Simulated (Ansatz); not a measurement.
# O2 (oxygen): levels of theory compared

Aim: a comparison of 5 runs (U-revPBE/STO-3G, UBHLYP/STO-3G, UHSE06/STO-3G, UPBE/STO-3G, UCCSD(T)/STO-3G) of O2 (oxygen). 

Program for the calculation: Ansatz 0.2.0.

39 further runs of the same task are left out: 15 that didn't finish, 24 set aside as unsound or not needed.

## Step 1: The molecule

O2: 2 atoms, total charge 0, spin state triplet. As SMILES, `O=O`. The O2–O1 distance was set to 1.815 Å, away from the relaxed value.

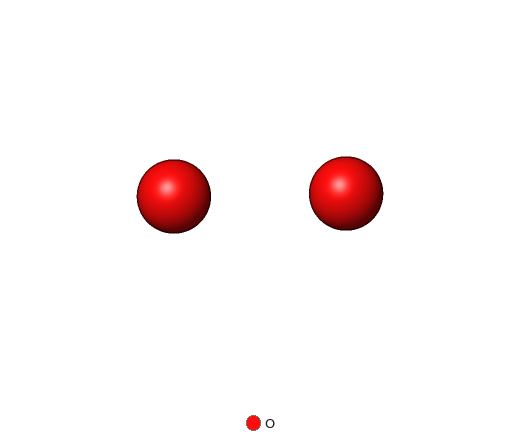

Viewed from a chosen angle; oxygen red.

## Step 2: A single-point energy at U-revPBE/STO-3G (run 1)

Contents of molecule.yaml:

```yaml
crystal:
  periodic: [false, false, false]
  atoms:
    - {symbol: O, position_ang: [1.033840, -0.334473, 0.532490]}
    - {symbol: O, position_ang: [-0.516930, 0.167240, -0.266250]}
basis:
  gaussian:
    orbitals: STO-3G
magnetization:
  spin_polarized: true
  initial_magnetization: 2
hamiltonian:
  xc: {name: revPBE}
accuracy: high
```

The run is started by

```sh
$ ansatz run molecule.yaml --threads 1 --pin off --max-ram 2610MiB --events-out events.jsonl --progress --plain --runs-dir runs
```

Log:

```text
Warning: RAYON_NUM_THREADS=1 ignored (pool sized by the plan → 1); use --threads N
Functional definition: revPBE
  name "revPBE"
  parameter kappa = 1.245
  parameter beta = 0.06672455060314922
  exchange = pbe_x(kappa = kappa, mu = beta*pi^2/3)
  correlation = pbe_c(beta = beta)
149 factors; integrals over basis functions are off by at most 4.0e-8 eV
mean field evaluation 1: about -4030.7449 eV, gradient 1.8e0 eV
mean field evaluation 2: about -4030.7684 eV, gradient 7.3e-1 eV
mean field evaluation 4: about -4030.7349 eV, gradient 1.2e-1 eV
mean field evaluation 8: about -4030.7350 eV, gradient 3.2e-4 eV
mean field evaluation 16: about -4029.6145 eV, gradient 2.1e-1 eV
mean field -4030.73501313 eV, -148.1267796024 hartree, gradient 2.1e-9 eV, S^2 2.000096; 2 other end points of the search recorded, 0 dependent functions left out
reference -4030.73501393 eV, -148.1267796315 hartree; 9, 7 occupied and 1, 3 virtual orbitals, 149 factors
Total energy: -4030.73501393 eV, -148.1267796315 hartree
```

Run time: 0.58 s. Hardware: 1 thread of Arm Neoverse V1, shared host; peak memory 0.089 GiB.

## Step 3: A single-point energy at UBHLYP/STO-3G (run 2)

Contents of molecule.yaml:

```yaml
crystal:
  periodic: [false, false, false]
  atoms:
    - symbol: O
      position_ang: [1.033840, -0.334473, 0.532490]
    - symbol: O
      position_ang: [-0.516930, 0.167240, -0.266250]
basis:
  gaussian:
    orbitals: STO-3G
hamiltonian:
  xc: {name: BHLYP}
magnetization:
  spin_polarized: true
  initial_magnetization: 2
accuracy: high
```

The run is started by

```sh
$ ansatz run molecule.yaml --threads 1 --pin off --max-ram 2610MiB --events-out events.jsonl --progress --plain --runs-dir runs
```

Log:

```text
Warning: RAYON_NUM_THREADS=1 ignored (pool sized by the plan → 1); use --threads N
Functional definition: BHLYP
  name "BHLYP"
  parameter a = 0.5
  exchange = (1 - a)*b88_x + a*exact_x
  correlation = lyp_c
149 factors; integrals over basis functions are off by at most 4.0e-8 eV
mean field evaluation 1: about -4027.1173 eV, gradient 9.3e-1 eV
mean field evaluation 2: about -4027.1233 eV, gradient 1.5e-1 eV
mean field evaluation 4: about -4027.1150 eV, gradient 4.1e-2 eV
mean field evaluation 8: about -4027.1151 eV, gradient 4.5e-5 eV
mean field evaluation 16: about -4027.5168 eV, gradient 2.5e0 eV
mean field evaluation 32: about -4029.3451 eV, gradient 9.4e-9 eV
mean field evaluation 64: about -4029.2795 eV, gradient 1.2e0 eV
mean field -4029.34511375 eV, -148.0757017420 hartree, gradient 8.1e-9 eV, S^2 2.514953; 10 other end points of the search recorded, 0 dependent functions left out
reference -4029.34512313 eV, -148.0757020867 hartree; 9, 7 occupied and 1, 3 virtual orbitals, 149 factors
Total energy: -4029.34512313 eV, -148.0757020867 hartree
```

It took 2.8 s on 1 thread of Arm Neoverse V1, shared host; peak memory 0.087 GiB.

Run 3 isn't shown in full; the table further down has it.

## Step 4: A single-point energy at UPBE/STO-3G (run 4)

Contents of in.yaml:

```yaml
crystal:
  periodic: [false, false, false]
  atoms:
    - {symbol: O, position_ang: [1.033840, -0.334473, 0.532490]}
    - {symbol: O, position_ang: [-0.516930, 0.167240, -0.266250]}
basis:
  gaussian:
    orbitals: STO-3G
hamiltonian:
  xc: {name: PBE}
accuracy: high
magnetization:
  spin_polarized: true
  initial_magnetization: 2
```

The run is started by

```sh
$ ansatz run in.yaml --threads 1 --pin off --max-ram 2610MiB --events-out events.jsonl --progress --plain --runs-dir runs
```

Log:

```text
Warning: RAYON_NUM_THREADS=1 ignored (pool sized by the plan → 1); use --threads N
Functional definition: PBE
  name "PBE"
  parameter kappa = 0.804
  parameter beta = 0.06672455060314922
  exchange = pbe_x(kappa = kappa, mu = beta*pi^2/3)
  correlation = pbe_c(beta = beta)
149 factors; integrals over basis functions are off by at most 4.0e-8 eV
mean field evaluation 1: about -4027.2686 eV, gradient 1.8e0 eV
mean field evaluation 2: about -4027.2928 eV, gradient 7.5e-1 eV
mean field evaluation 4: about -4027.2597 eV, gradient 1.2e-1 eV
mean field evaluation 8: about -4027.2599 eV, gradient 3.1e-4 eV
mean field evaluation 16: about -4026.0801 eV, gradient 2.1e-1 eV
mean field -4027.25986235 eV, -147.9990701668 hartree, gradient 2.1e-9 eV, S^2 2.000091; 2 other end points of the search recorded, 0 dependent functions left out
reference -4027.25986299 eV, -147.9990701901 hartree; 9, 7 occupied and 1, 3 virtual orbitals, 149 factors
Total energy: -4027.25986299 eV, -147.9990701901 hartree
```

Wall time 0.81 s (1 thread of Arm Neoverse V1, shared host); peak memory 0.087 GiB.

## Step 5: The energy at UCCSD(T)/STO-3G (run 5)

Contents of run.yaml:

```yaml
crystal:
  periodic: [false, false, false]
  atoms:
    - {symbol: O, position_ang: [1.033840, -0.334473, 0.532490]}
    - {symbol: O, position_ang: [-0.516930, 0.167240, -0.266250]}
basis:
  gaussian:
    orbitals: STO-3G
total_charge: 0
scf:
  omitted_lower_state_checks: [cluster_reference, increment]
magnetization:
  spin_polarized: true
  initial_magnetization: 2
accuracy: high
correlation:
  method: ccsd_t
  frozen_orbitals: {O: 1}
```

The run is started by

```sh
$ ansatz run run.yaml --threads 1 --pin off --max-ram 2610MiB --events-out events.jsonl --progress --plain --runs-dir runs
```

Log:

```text
Warning: RAYON_NUM_THREADS=1 ignored (pool sized by the plan → 1); use --threads N
[... 20 lines left out ...]
2 core orbitals not correlated: weight in the atoms' cores, before any rotation towards them, 1.000 or more for the frozen orbitals, at most 0.000 for the correlated occupied ones
[... 65 lines left out ...]
WARN: these amplitudes may be one of several solutions (largest doubles amplitude 0.63, level shift 0.00 eV)
Total energy: -4017.34094402 eV, -147.6345566413 hartree
Checks for a lower state left out: cluster_reference, increment
```

It took 0.45 s on 1 thread of Arm Neoverse V1, shared host.

## Step 6: The series

```tsv
run	level	frozen core orbitals	energy (Eh)	⟨S²⟩	wall time
1	U-revPBE/STO-3G	–	-148.126780	2.000	0.58 s
2	UBHLYP/STO-3G	–	-148.075702	2.515	2.8 s
3	UHSE06/STO-3G	–	-147.978391	2.149	2.4 s
4	UPBE/STO-3G	–	-147.999070	2.000	0.81 s
5	UCCSD(T)/STO-3G	2	-147.634557	2.787	0.45 s
```

## Step 7: What came out

| quantity | value |
| --- | --- |
| run 5: total energy | -147.63456 Eh |
| run 5: correlation energy (2 core orbitals frozen) | -68.1 mEh |
| run 5: (T) correction | -1.44 mEh |
| run 5: ⟨S²⟩ of the reference determinant | 2.787 |
| run 5: T1 diagnostic | 0.110 |

**Reading.** Totals of different functionals can't be ranked against each other. In runs 1, 2, 3, 4, 5 the basis is minimal, so the values are rough. Spin contamination of the reference: run 5 ⟨S²⟩ = 2.79, run 2 ⟨S²⟩ = 2.51, run 3 ⟨S²⟩ = 2.15. Where it is this large, the reference is a mixture of spin states, and values that rest on it are in doubt. All runs together took 7.1 s, the longest 2.8 s.
